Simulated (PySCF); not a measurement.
```xyz
31

C    -0.4449    1.3836   -1.4232
S     0.5238   -0.1314   -1.5685
C     1.1256   -0.2040    0.1394
C    -0.8548   -1.3053   -1.3712
H     0.2726    2.1950   -1.4553
H    -1.0126    1.3871   -0.5004
H    -1.0916    1.4246   -2.2912
H     1.7115   -1.1107    0.2329
H     0.3100   -0.1923    0.8528
H     1.7784    0.6492    0.2732
H    -1.3862   -1.3001   -2.3155
H    -1.5103   -1.0279   -0.5544
H    -0.4265   -2.2865   -1.2011
O     3.8694    0.8042   -3.9026
S     3.3485    0.4528   -2.6138
O     2.9747   -0.9306   -2.4241
O     2.3689    1.3793   -2.0538
C     4.7948    0.6690   -1.4234
F     5.2727    1.9148   -1.4223
F     5.8077   -0.1565   -1.6879
F     4.3784    0.4042   -0.1737
C     0.5264    1.0273   -6.2786
S     1.1835    0.4649   -4.6397
C     1.9432   -1.0532   -5.2986
O    -0.0543   -0.0156   -3.9472
H     1.3738    1.2589   -6.9114
H    -0.0939    0.2561   -6.7189
H    -0.0629    1.9212   -6.1069
H     2.3466   -1.5835   -4.4427
H     1.1939   -1.6483   -5.8087
H     2.7511   -0.7611   -5.9576
```

Geometry: GFN2-xTB.

Theory: PBE0-D3(BJ)/def2-SVP, SCF density, gas phase in PySCF 2.14.0.

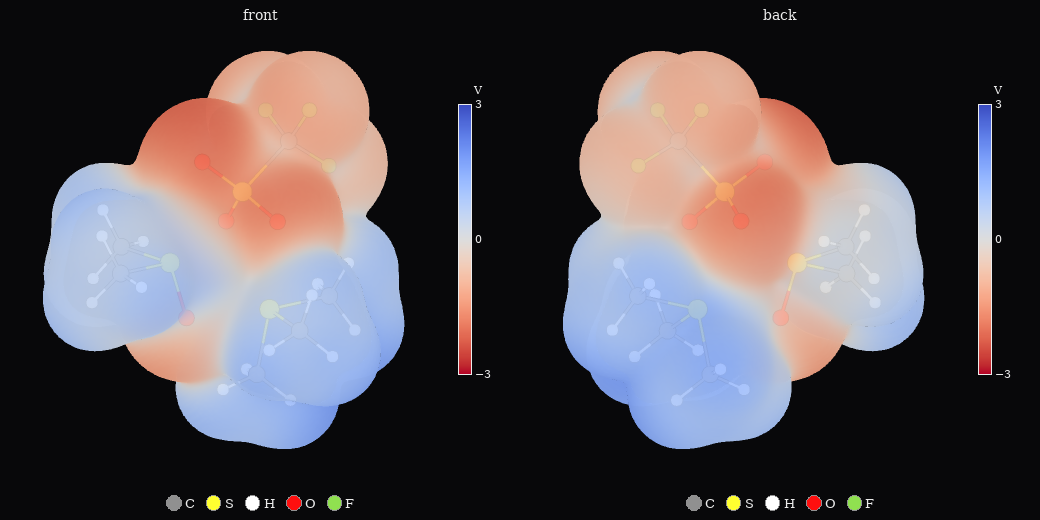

C$_{3}$H$_{9}$S···CF$_{3}$O$_{3}$S···C$_{2}$H$_{6}$OS (SMILES C[S+](C)C.O=S(=O)([O-])C(F)(F)F.CS(C)=O). The molecular electrostatic potential painted on the density surface at 0.002 e/bohr³, seen from the front and from behind; the colour scale runs from red (negative) to blue (positive).

Which sites attract a positive test charge, and which a negative one?

A positive charge is drawn to the negative regions and a negative charge to the positive ones. The most negative region (about −2.1 V, or −48 kcal/mol for a unit charge) lies over O14, the most positive (about +1.7 V, or +39 kcal/mol for a unit charge) over H6, H9 and H12. O14 is the likeliest acceptor of a hydrogen bond.

How polar is the complex by this calculation?

Its dipole moment is 7.49 D.
